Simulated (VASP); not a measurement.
Band structure of Al4PSb3 (ordered alloy cell). Level of theory: PBEsol GGA, VASP's PBE PAW potentials (set 64) (plane waves; VASP 6.6.1).

Unless said otherwise, spin-orbit coupling is left out, though it shifts the bands of the heavy elements here.

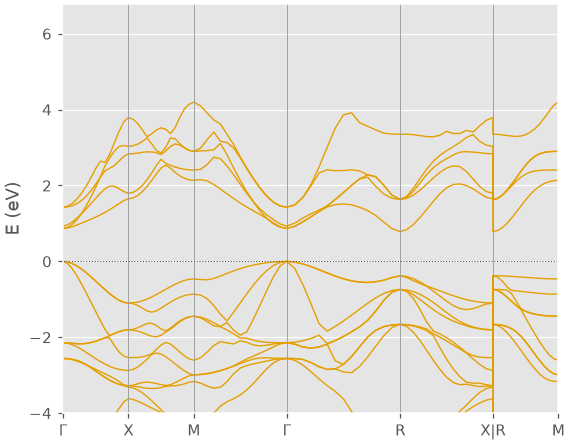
*Bands along high-symmetry lines, zero at the valence-band maximum or, without a gap, the Fermi level*

Question: Read the plot: is there a gap, and where are the band edges?

Answer: The gap is indirect, 0.79 eV, from the valence maximum at Γ to the conduction minimum at R. (Edges off the drawn lines would not show.)

The structure was generated: Al4PSb3 was put into an ordered model structure (P-43m), which need not be its known phase. It was relaxed first.
